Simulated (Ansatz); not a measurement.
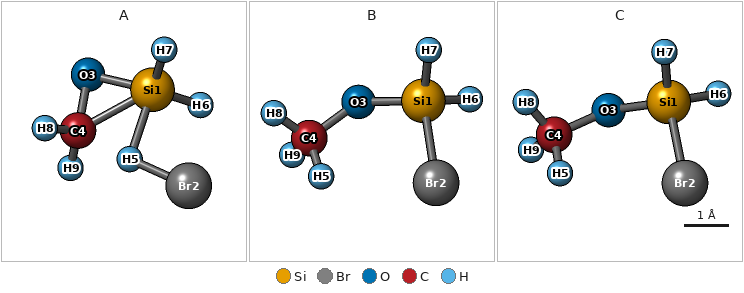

3 geometries from a converged minimum-energy path of CH5BrOSi, shuffled. The picture is a ball-and-stick view, seen at a tilt.

The calculation used RKS PBE-D4/def2-SVP in Ansatz 0.2.0. Run with 7 movable images; climbing image; force threshold 0.05 eV/Å; iteration limit 60; starting path through a guess of the saddle point.

One of them is the converged climbing image. Which?

Answer. A. In order along the path, whose images run from 0 to 8: C (image 1, +0.02 eV), B (image 2, +0.06 eV), A (image 6, +3.08 eV). Breaking: C4–H5 (1.11 → 1.59 at the top → 2.37 Å), Si1–Br2 (2.25 → 2.86 at the top → 3.69 Å). Forming: Br2–H5 (3.33 → 1.73 at the top → 1.46 Å), Si1–C4 (2.73 → 1.94 at the top → 1.85 Å).
